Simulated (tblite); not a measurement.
# Geometry relaxation of C5H12GaN

The run: geometry relaxation of C5H12GaN, SMILES CC#[N+][GaH2-][CH2]CC. Method and program: GFN2-xTB geometry optimisation, gas phase (tblite 0.8.0).

It belongs to a series of runs on one base structure; here: H on Ga replaced by nPr.

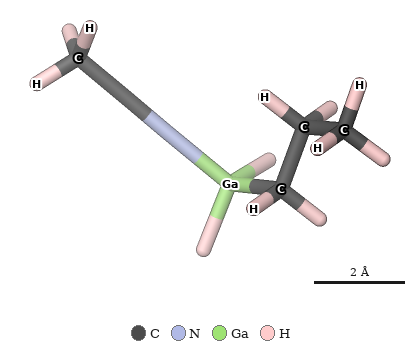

The input geometry (stick view, seen at a tilt). Sticks mark near contacts.

### Input file
```
{"job": {"kind": "relax", "xc": "GFN2-xTB", "basis": "xTB"}, "charge": 0, "multiplicity": 1}
C     -3.734700     0.957500    -0.584900
C     -2.643200     0.080700    -0.224700
N     -1.754400    -0.626200     0.080100
Ga    -0.346400    -1.736700     0.537000
C      1.310000    -0.646100     0.812900
C      1.631000     0.153200    -0.458900
C      2.898400     0.993600    -0.272100
H     -3.331100     1.914400    -0.985500
H     -4.365200     0.463600    -1.353700
H     -4.364500     1.174100     0.317000
H     -0.701600    -2.515400     1.913200
H     -0.099900    -2.817000    -0.629700
H      1.134600     0.044200     1.671200
H      2.152200    -1.332900     1.048600
H      0.784100     0.838500    -0.696500
H      1.784800    -0.541800    -1.296700
H      3.109800     1.561900    -1.195500
H      3.765300     0.328600    -0.048100
H      2.761100     1.715000     0.571300
```

The first line tells a small driver script what to run in tblite; the rest is the geometry in Å.

Run as:
```bash
OMP_NUM_THREADS=1 python <driver script> task.json out
```

### Output
```
step      E/eV     max force
  0    -568.05252    3.088
  1    -568.11134    6.968
  2    -568.35664    0.936
  3    -568.39849    0.525
  4    -568.42598    0.501
  5    -568.44723    0.444
  6    -568.46960    0.397
  7    -568.48809    0.372
  8    -568.50495    0.386
  9    -568.51920    0.296
 10    -568.52793    0.196
 11    -568.53331    0.202
 12    -568.53921    0.175
 13    -568.54458    0.145
 14    -568.54842    0.149
 15    -568.55086    0.106
 16    -568.55273    0.098
 17    -568.55434    0.089
 18    -568.55549    0.084
 19    -568.55624    0.068
 20    -568.55693    0.077
 21    -568.55774    0.091
 22    -568.55852    0.069
 23    -568.55906    0.063
 24    -568.55940    0.051
 25    -568.55971    0.045
 26    -568.56001    0.045
 27    -568.56023    0.031
 28    -568.56037    0.028
 29    -568.56050    0.034
 30    -568.56067    0.038
 31    -568.56091    0.041
 32    -568.56120    0.040
 33    -568.56146    0.041
 34    -568.56166    0.037
 35    -568.56182    0.034
 36    -568.56196    0.030
 37    -568.56213    0.043
 38    -568.56231    0.043
 39    -568.56248    0.025
 40    -568.56260    0.024
 41    -568.56270    0.025
 42    -568.56282    0.036
 43    -568.56296    0.037
 44    -568.56309    0.022
 45    -568.56316    0.016
 46    -568.56320    0.015
 47    -568.56324    0.020
 48    -568.56330    0.025
 49    -568.56337    0.020
 50    -568.56342    0.019
 51    -568.56348    0.022
 52    -568.56357    0.024
 53    -568.56371    0.035
 54    -568.56386    0.034
 55    -568.56397    0.022
 56    -568.56403    0.020
 57    -568.56408    0.017
 58    -568.56415    0.027
 59    -568.56421    0.026
 60    -568.56426    0.016
 61    -568.56428    0.013
 62    -568.56429    0.011
 63    -568.56431    0.011
 64    -568.56432    0.009
```

### Trajectory as extended XYZ (Å, eV, eV/Å), 12 of the 65 frames kept, from step=0 to step=64
```
19
Properties=species:S:1:pos:R:3:forces:R:3 step=0 energy=-568.05252
C    -3.7347    0.9575   -0.5849    0.0990  -0.0390   0.2400
C    -2.6432    0.0807   -0.2247    1.1450  -0.9520   0.4860
N    -1.7544   -0.6262    0.0801   -2.4350   1.7050  -0.8350
Ga   -0.3464   -1.7367    0.5370    1.2220  -1.9000   0.6070
C     1.3100   -0.6461    0.8129   -0.3350   0.2800   0.0090
C     1.6310    0.1532   -0.4589    0.1990   0.4000   0.2760
C     2.8984    0.9936   -0.2721    0.2820   0.1930   0.1470
H    -3.3311    1.9144   -0.9855   -0.2600  -0.6110   0.2380
H    -4.3652    0.4636   -1.3537    0.3730   0.2910   0.4180
H    -4.3645    1.1741    0.3170    0.5600  -0.2090  -0.7040
H    -0.7016   -2.5154    1.9132   -0.3180   0.4650  -0.7050
H    -0.0999   -2.8170   -0.6297   -0.5580   0.5880   0.3020
H     1.1346    0.0442    1.6712    0.5080  -0.2340  -0.3010
H     2.1522   -1.3329    1.0486   -0.3090   0.4630   0.0750
H     0.7841    0.8385   -0.6965    0.3760  -0.3830  -0.0020
H     1.7848   -0.5418   -1.2967   -0.1490   0.1600   0.0860
H     3.1098    1.5619   -1.1955    0.0260  -0.2090   0.4720
H     3.7653    0.3286   -0.0481   -0.6260   0.5850  -0.1350
H     2.7611    1.7150    0.5713    0.2000  -0.5950  -0.6730
19
Properties=species:S:1:pos:R:3:forces:R:3 step=6 energy=-568.46960
C    -3.7277    0.9538   -0.5812    0.1300  -0.0990   0.1020
C    -2.6526    0.0802   -0.2176   -0.0600  -0.0100  -0.0540
N    -1.8008   -0.6371    0.0652    0.0430  -0.1400   0.0340
Ga   -0.2257   -1.8829    0.5914   -0.1900   0.1960  -0.0650
C     1.2878   -0.6280    0.8071    0.2120   0.1080   0.1830
C     1.6387    0.1644   -0.4495    0.0280   0.1340  -0.0270
C     2.8988    0.9977   -0.2778    0.1850   0.1120   0.0760
H    -3.3344    1.8915   -0.9775    0.0190  -0.0640   0.0280
H    -4.3465    0.4717   -1.3401    0.0470   0.0050   0.0310
H    -4.3384    1.1625    0.3003    0.0550  -0.0190  -0.0520
H    -0.7863   -2.4876    1.8661   -0.3300  -0.1430   0.1690
H    -0.1932   -2.7778   -0.6377   -0.2120  -0.1240  -0.2310
H     1.1947    0.0495    1.6657   -0.0450   0.1120   0.0110
H     2.1398   -1.2723    1.0638    0.2640  -0.0060   0.0230
H     0.8069    0.8243   -0.7054   -0.1120   0.1070  -0.0460
H     1.7726   -0.5220   -1.2860    0.0160  -0.1280  -0.1260
H     3.1256    1.5651   -1.1814   -0.0220  -0.0400   0.0470
H     3.7508    0.3571   -0.0502   -0.0260   0.0170  -0.0340
H     2.7800    1.6992    0.5497    0.0000  -0.0190  -0.0660
19
Properties=species:S:1:pos:R:3:forces:R:3 step=12 energy=-568.53921
C    -3.7043    0.9340   -0.5719   -0.0230  -0.0010   0.0050
C    -2.6460    0.0489   -0.2175    0.0800  -0.0860   0.0450
N    -1.8077   -0.6825    0.0687    0.0410   0.0020   0.0160
Ga   -0.2388   -1.8900    0.6003    0.0530   0.0550   0.0100
C     1.3289   -0.6124    0.8255   -0.1010  -0.0800   0.0130
C     1.6460    0.1780   -0.4520   -0.0410  -0.0410   0.0480
C     2.9107    1.0087   -0.2823    0.0390   0.0260   0.0130
H    -3.3129    1.8678   -0.9660    0.1330   0.0700  -0.0270
H    -4.3259    0.4667   -1.3302   -0.0730  -0.0900  -0.1050
H    -4.3157    1.1501    0.3007   -0.0260  -0.0140   0.1220
H    -0.9213   -2.5080    1.8615   -0.0280   0.0480  -0.1510
H    -0.3076   -2.7778   -0.6838   -0.0640   0.1050   0.1250
H     1.2075    0.0877    1.6688   -0.0370  -0.0940  -0.0870
H     2.2122   -1.2246    1.0772   -0.0280   0.0880   0.0040
H     0.8078    0.8369   -0.7121    0.0060  -0.0080   0.0660
H     1.7706   -0.5203   -1.2857    0.0360  -0.0220  -0.0270
H     3.1389    1.5733   -1.1828    0.0000   0.0220  -0.0560
H     3.7571    0.3636   -0.0564    0.0230  -0.0040  -0.0120
H     2.7908    1.7090    0.5427    0.0080   0.0250  -0.0020
19
Properties=species:S:1:pos:R:3:forces:R:3 step=17 energy=-568.55434
C    -3.6986    0.9230   -0.5699    0.0210  -0.0280  -0.0020
C    -2.6418    0.0320   -0.2131   -0.0070   0.0060   0.0000
N    -1.7960   -0.6895    0.0755    0.0320   0.0500   0.0150
Ga   -0.2427   -1.8764    0.6026    0.0000  -0.0090  -0.0040
C     1.3299   -0.6212    0.8240    0.0370   0.0440  -0.0370
C     1.6483    0.1755   -0.4494    0.0170   0.0010  -0.0150
C     2.9154    1.0124   -0.2839   -0.0490  -0.0310  -0.0270
H    -3.2823    1.8548   -0.9598   -0.0210  -0.0820   0.0260
H    -4.3236    0.4555   -1.3345    0.0420   0.0450   0.0560
H    -4.3044    1.1390    0.3126    0.0290  -0.0160  -0.0550
H    -0.9641   -2.5007    1.8222   -0.0130   0.0390   0.0010
H    -0.3527   -2.7511   -0.6659   -0.0050   0.0100  -0.0430
H     1.1896    0.0801    1.6578   -0.0580   0.0080   0.0420
H     2.2289   -1.1997    1.0845   -0.0300  -0.0590   0.0350
H     0.8080    0.8369   -0.6960    0.0150  -0.0290  -0.0070
H     1.7779   -0.5208   -1.2873   -0.0110   0.0540   0.0180
H     3.1380    1.5746   -1.1899   -0.0210  -0.0180   0.0020
H     3.7636    0.3673   -0.0624    0.0100   0.0200  -0.0010
H     2.7970    1.7174    0.5378    0.0130  -0.0040  -0.0060
19
Properties=species:S:1:pos:R:3:forces:R:3 step=23 energy=-568.55906
C    -3.6906    0.9106   -0.5661   -0.0010   0.0060   0.0000
C    -2.6337    0.0235   -0.2078    0.0060   0.0250   0.0050
N    -1.7709   -0.6747    0.0864    0.0090   0.0180  -0.0040
Ga   -0.2426   -1.8731    0.5968   -0.0220  -0.0220  -0.0240
C     1.3291   -0.6220    0.8259   -0.0230  -0.0150   0.0040
C     1.6505    0.1746   -0.4457   -0.0080   0.0030  -0.0130
C     2.9144    1.0126   -0.2884    0.0180   0.0120   0.0180
H    -3.2692    1.8376   -0.9550    0.0100   0.0130   0.0000
H    -4.3186    0.4550   -1.3311    0.0110  -0.0370  -0.0060
H    -4.2980    1.1310    0.3117    0.0060  -0.0090   0.0140
H    -0.9815   -2.4809    1.8113    0.0010   0.0060   0.0150
H    -0.3681   -2.7368   -0.6779    0.0030   0.0040  -0.0240
H     1.1652    0.0755    1.6610    0.0130  -0.0060  -0.0060
H     2.2189   -1.2083    1.1006    0.0020   0.0210   0.0180
H     0.8088    0.8312   -0.6942   -0.0230   0.0300   0.0180
H     1.7780   -0.5106   -1.2897    0.0080  -0.0620  -0.0030
H     3.1295    1.5710   -1.1983   -0.0110  -0.0040   0.0050
H     3.7676    0.3744   -0.0671    0.0060  -0.0110  -0.0170
H     2.8014    1.7186    0.5324   -0.0050   0.0280   0.0000
19
Properties=species:S:1:pos:R:3:forces:R:3 step=29 energy=-568.56050
C    -3.6876    0.9083   -0.5649    0.0050   0.0050   0.0070
C    -2.6271    0.0284   -0.2044    0.0200   0.0070   0.0020
N    -1.7589   -0.6632    0.0886    0.0160  -0.0070  -0.0010
Ga   -0.2470   -1.8771    0.5899    0.0180   0.0120  -0.0010
C     1.3245   -0.6248    0.8263   -0.0020  -0.0060   0.0250
C     1.6492    0.1726   -0.4445   -0.0020  -0.0020   0.0130
C     2.9131    1.0126   -0.2885    0.0110   0.0060  -0.0020
H    -3.2658    1.8350   -0.9534   -0.0180   0.0260  -0.0130
H    -4.3107    0.4447   -1.3291    0.0020  -0.0130  -0.0060
H    -4.2944    1.1258    0.3136   -0.0130   0.0040   0.0070
H    -0.9864   -2.4722    1.8114    0.0020  -0.0110  -0.0110
H    -0.3728   -2.7315   -0.6921   -0.0050   0.0050   0.0030
H     1.1583    0.0730    1.6603   -0.0180   0.0050   0.0010
H     2.2150   -1.2052    1.1101    0.0130   0.0020  -0.0090
H     0.8080    0.8322   -0.6899   -0.0060  -0.0110  -0.0080
H     1.7780   -0.5180   -1.2852   -0.0050  -0.0050  -0.0010
H     3.1236    1.5695   -1.2000   -0.0080   0.0010  -0.0110
H     3.7690    0.3756   -0.0726   -0.0070  -0.0010   0.0050
H     2.8022    1.7236    0.5292   -0.0060  -0.0160  -0.0020
19
Properties=species:S:1:pos:R:3:forces:R:3 step=35 energy=-568.56182
C    -3.6812    0.9100   -0.5619   -0.0040  -0.0010  -0.0070
C    -2.6084    0.0446   -0.2000   -0.0010   0.0050  -0.0020
N    -1.7403   -0.6495    0.0872    0.0010   0.0250   0.0030
Ga   -0.2419   -1.8788    0.5836   -0.0050   0.0050   0.0120
C     1.3240   -0.6263    0.8342    0.0120   0.0050  -0.0160
C     1.6465    0.1674   -0.4397   -0.0020  -0.0070  -0.0060
C     2.9098    1.0106   -0.2913   -0.0240  -0.0110  -0.0030
H    -3.2807    1.8440   -0.9573   -0.0060  -0.0090   0.0040
H    -4.2936    0.4271   -1.3239   -0.0020   0.0110   0.0040
H    -4.2944    1.1209    0.3147    0.0080  -0.0060  -0.0060
H    -0.9874   -2.4726    1.8013   -0.0050  -0.0200  -0.0090
H    -0.3799   -2.7215   -0.7040    0.0060  -0.0020  -0.0010
H     1.1414    0.0730    1.6636    0.0220  -0.0090   0.0040
H     2.2201   -1.1977    1.1181   -0.0030   0.0140   0.0310
H     0.8035    0.8241   -0.6883    0.0020  -0.0160  -0.0060
H     1.7742   -0.5299   -1.2759    0.0000   0.0180  -0.0020
H     3.1120    1.5668   -1.2057    0.0060  -0.0080   0.0090
H     3.7674    0.3758   -0.0763   -0.0040   0.0050  -0.0110
H     2.7991    1.7211    0.5264   -0.0020   0.0010  -0.0010
19
Properties=species:S:1:pos:R:3:forces:R:3 step=41 energy=-568.56270
C    -3.6785    0.9106   -0.5617   -0.0050   0.0000  -0.0030
C    -2.5959    0.0581   -0.1989   -0.0070   0.0000  -0.0060
N    -1.7228   -0.6289    0.0899    0.0000   0.0170   0.0060
Ga   -0.2394   -1.8774    0.5825   -0.0010  -0.0240   0.0020
C     1.3267   -0.6284    0.8397    0.0050   0.0020   0.0060
C     1.6437    0.1614   -0.4381    0.0040  -0.0040  -0.0030
C     2.9037    1.0083   -0.2937    0.0050   0.0020  -0.0060
H    -3.2919    1.8492   -0.9596    0.0030  -0.0080   0.0030
H    -4.2857    0.4181   -1.3216   -0.0060   0.0090   0.0010
H    -4.2925    1.1148    0.3156    0.0010  -0.0030  -0.0030
H    -0.9924   -2.4840    1.7898   -0.0070  -0.0060  -0.0040
H    -0.3817   -2.7131   -0.7111    0.0100   0.0140   0.0030
H     1.1376    0.0718    1.6665   -0.0040   0.0250  -0.0020
H     2.2254   -1.1878    1.1365    0.0080  -0.0140  -0.0140
H     0.7974    0.8126   -0.6894   -0.0030  -0.0020   0.0120
H     1.7730   -0.5344   -1.2747    0.0040  -0.0160   0.0060
H     3.1051    1.5629   -1.2084   -0.0080   0.0130  -0.0100
H     3.7639    0.3764   -0.0825    0.0040  -0.0110   0.0090
H     2.7945    1.7189    0.5239   -0.0040   0.0050   0.0020
19
Properties=species:S:1:pos:R:3:forces:R:3 step=47 energy=-568.56324
C    -3.6788    0.9104   -0.5627    0.0010  -0.0010   0.0040
C    -2.5908    0.0651   -0.1998   -0.0020  -0.0030   0.0030
N    -1.7111   -0.6108    0.0948    0.0040  -0.0110   0.0030
Ga   -0.2360   -1.8805    0.5850    0.0050   0.0190  -0.0040
C     1.3302   -0.6291    0.8449   -0.0080  -0.0070   0.0100
C     1.6434    0.1558   -0.4368   -0.0020  -0.0010   0.0060
C     2.9008    1.0072   -0.2964    0.0070   0.0040   0.0050
H    -3.2968    1.8507   -0.9601    0.0020   0.0060  -0.0020
H    -4.2852    0.4163   -1.3214   -0.0060  -0.0020  -0.0070
H    -4.2917    1.1103    0.3161   -0.0070   0.0040   0.0030
H    -1.0008   -2.4949    1.7812   -0.0060  -0.0010   0.0030
H    -0.3791   -2.7031   -0.7168    0.0080   0.0090  -0.0070
H     1.1368    0.0782    1.6654    0.0090  -0.0060   0.0000
H     2.2307   -1.1848    1.1435    0.0010   0.0010  -0.0020
H     0.7939    0.8033   -0.6861   -0.0020   0.0000  -0.0070
H     1.7737   -0.5427   -1.2710    0.0000  -0.0120   0.0010
H     3.0985    1.5635   -1.2115   -0.0030  -0.0070  -0.0010
H     3.7619    0.3761   -0.0846    0.0030   0.0100  -0.0040
H     2.7906    1.7183    0.5211   -0.0020  -0.0020  -0.0030
19
Properties=species:S:1:pos:R:3:forces:R:3 step=52 energy=-568.56357
C    -3.6800    0.9102   -0.5628   -0.0060   0.0060  -0.0040
C    -2.5901    0.0670   -0.1986   -0.0070   0.0040  -0.0010
N    -1.7071   -0.6040    0.0984   -0.0230   0.0030  -0.0070
Ga   -0.2353   -1.8763    0.5860   -0.0090  -0.0130   0.0070
C     1.3318   -0.6304    0.8500    0.0170   0.0150  -0.0060
C     1.6431    0.1506   -0.4347    0.0060  -0.0040  -0.0050
C     2.8988    1.0064   -0.2971   -0.0120  -0.0090  -0.0120
H    -3.2998    1.8518   -0.9601    0.0040  -0.0090   0.0050
H    -4.2873    0.4175   -1.3227    0.0150  -0.0060   0.0080
H    -4.2946    1.1100    0.3152    0.0030  -0.0020  -0.0010
H    -1.0064   -2.5007    1.7756    0.0050   0.0100  -0.0140
H    -0.3692   -2.6902   -0.7228    0.0010   0.0090  -0.0030
H     1.1428    0.0803    1.6674    0.0030  -0.0010   0.0230
H     2.2339   -1.1850    1.1453   -0.0040  -0.0070   0.0100
H     0.7925    0.7960   -0.6878    0.0090  -0.0120  -0.0010
H     1.7742   -0.5534   -1.2649    0.0060   0.0110   0.0050
H     3.0923    1.5603   -1.2143   -0.0050   0.0090  -0.0020
H     3.7642    0.3811   -0.0869   -0.0020  -0.0070   0.0050
H     2.7865    1.7180    0.5195   -0.0010   0.0030  -0.0080
19
Properties=species:S:1:pos:R:3:forces:R:3 step=58 energy=-568.56415
C    -3.6822    0.9112   -0.5621    0.0020  -0.0010   0.0050
C    -2.5894    0.0739   -0.1948   -0.0020   0.0010   0.0000
N    -1.7037   -0.5928    0.1028    0.0010  -0.0070   0.0030
Ga   -0.2333   -1.8706    0.5872    0.0120   0.0120  -0.0210
C     1.3381   -0.6302    0.8618   -0.0100  -0.0140   0.0130
C     1.6450    0.1401   -0.4302   -0.0040  -0.0010   0.0070
C     2.8940    1.0048   -0.3025    0.0080   0.0090   0.0030
H    -3.3041    1.8533   -0.9590   -0.0040   0.0030  -0.0010
H    -4.2829    0.4124   -1.3226   -0.0020   0.0010  -0.0020
H    -4.2993    1.1079    0.3147   -0.0060   0.0040  -0.0030
H    -1.0193   -2.5063    1.7578   -0.0030  -0.0060   0.0090
H    -0.3566   -2.6604   -0.7380   -0.0020   0.0010   0.0030
H     1.1528    0.0820    1.6793    0.0030   0.0040  -0.0100
H     2.2389   -1.1867    1.1568    0.0000  -0.0070   0.0050
H     0.7913    0.7775   -0.6910   -0.0110   0.0010   0.0050
H     1.7787   -0.5711   -1.2532    0.0120  -0.0060  -0.0030
H     3.0784    1.5574   -1.2222    0.0060   0.0020  -0.0060
H     3.7653    0.3877   -0.0915   -0.0030  -0.0040  -0.0030
H     2.7786    1.7189    0.5115    0.0020   0.0090  -0.0030
19
Properties=species:S:1:pos:R:3:forces:R:3 step=64 energy=-568.56432
C    -3.6837    0.9119   -0.5615   -0.0020   0.0010  -0.0010
C    -2.5904    0.0756   -0.1933   -0.0020   0.0000   0.0030
N    -1.7049   -0.5913    0.1045    0.0010   0.0000   0.0010
Ga   -0.2323   -1.8675    0.5852   -0.0040  -0.0010   0.0080
C     1.3402   -0.6316    0.8663    0.0020   0.0030  -0.0020
C     1.6459    0.1365   -0.4277    0.0060   0.0020  -0.0010
C     2.8928    1.0057   -0.3040    0.0040   0.0030   0.0010
H    -3.3068    1.8544   -0.9586    0.0010   0.0050  -0.0010
H    -4.2826    0.4123   -1.3230   -0.0040  -0.0020  -0.0040
H    -4.3031    1.1089    0.3134   -0.0020   0.0000   0.0020
H    -1.0211   -2.5089    1.7527    0.0050  -0.0020  -0.0030
H    -0.3519   -2.6514   -0.7426   -0.0040  -0.0040  -0.0060
H     1.1578    0.0839    1.6812   -0.0020  -0.0020   0.0010
H     2.2393   -1.1907    1.1620    0.0000   0.0020   0.0000
H     0.7890    0.7700   -0.6899    0.0030  -0.0050   0.0010
H     1.7838   -0.5767   -1.2485   -0.0010   0.0000  -0.0010
H     3.0759    1.5561   -1.2256   -0.0020  -0.0060  -0.0020
H     3.7648    0.3896   -0.0932    0.0010   0.0030   0.0030
H     2.7775    1.7225    0.5076    0.0010   0.0030  -0.0010
```

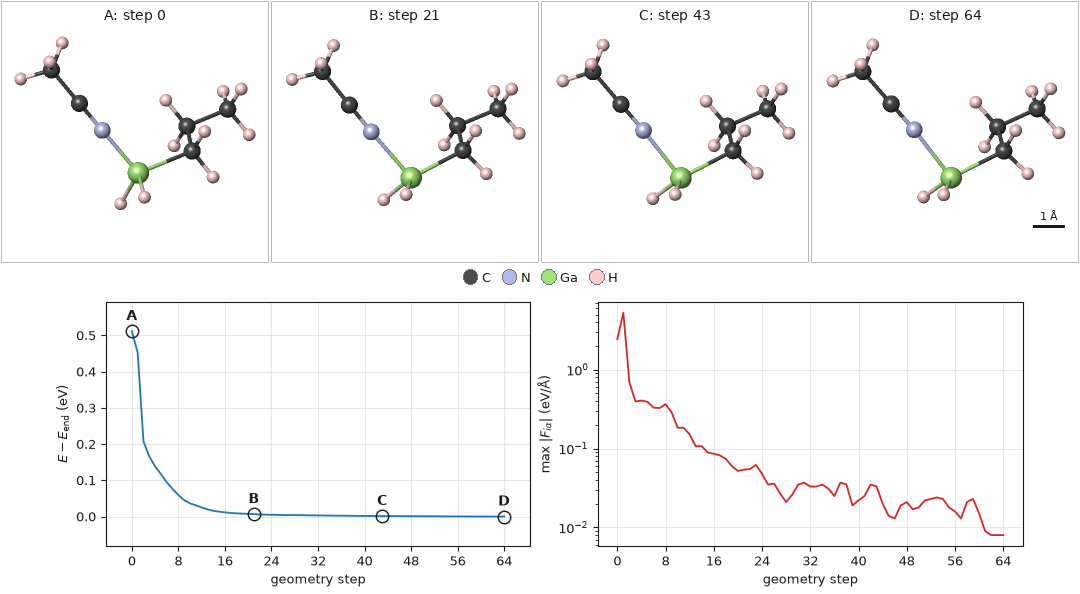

Frames of the relaxation (ball-and-stick view, seen at a tilt) above the curves, on which the letters mark them (steps are counted from 0).

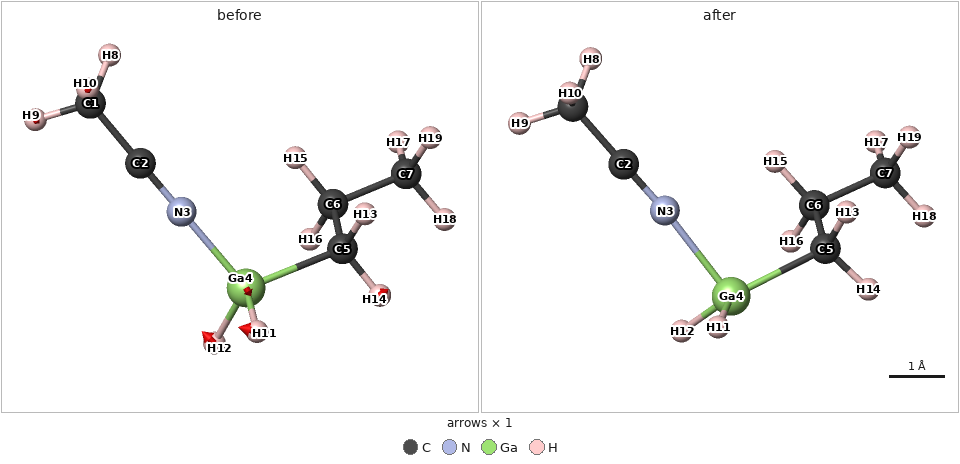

Before (left) and after (right) the relaxation, at one scale (ball-and-stick view, seen at a tilt). The red arrows give the displacements, at true length. H11 moves most after the best rigid fit: 0.36 Å. Largest moves by element: H 0.36 Å, Ga 0.18 Å, C 0.07 Å, N 0.07 Å. Distances before and after: N3–Ga4 1.851 → 2.007 Å, Ga4–H11 1.621 → 1.548 Å, Ga4–H12 1.609 → 1.547 Å, C1–H10 1.121 → 1.090 Å. Among the angles that change: N3–Ga4–H12 109.9° → 93.4°, N3–Ga4–H11 109.3° → 94.0°, C5–Ga4–H11 109.0° → 123.0°. After 64 geometry steps the energy has fallen by 0.512 eV. Largest force component: 2.4 eV/Å at the start, 0.008 eV/Å at the end. (Atoms are counted from 1 in the order of the input.)

### Key numbers

- outcome: converged
- total energy: −568.5643 eV
- hardware: 1 CPU thread, shared host
- wall time: 0.76 s
- peak memory: 0.18 GiB
